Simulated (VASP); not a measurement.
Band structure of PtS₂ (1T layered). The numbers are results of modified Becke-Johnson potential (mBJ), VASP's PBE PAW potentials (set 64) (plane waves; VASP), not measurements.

mBJ is a potential without an energy functional, so only the levels count. The path is coarsely sampled, so an indirect gap can come out somewhat too large. Without a dispersion term in the relaxation, distances and binding between the weakly bound layers, chains or molecules are unreliable, and so is what depends on them. Unless said otherwise, spin-orbit coupling is left out, though it shifts the bands of the heavy elements here.

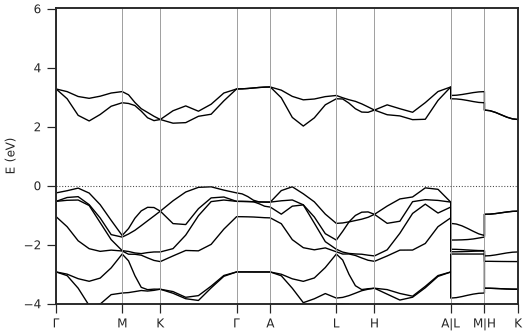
Figure. Bands along high-symmetry lines, zero at the valence-band maximum or, without a gap, the Fermi level

Question: Read the plot: is there a gap, and where are the band edges?

Answer: The gap is indirect, 2.02 eV, from the valence maximum at (0.00, 0.17, 0.25) to the conduction minimum at A-L at 0.50.

The compound is PtS2 in the 1T layered structure. It was relaxed first, which changed the volume by +22 %. The cell's shape comes from a PBE relaxation.
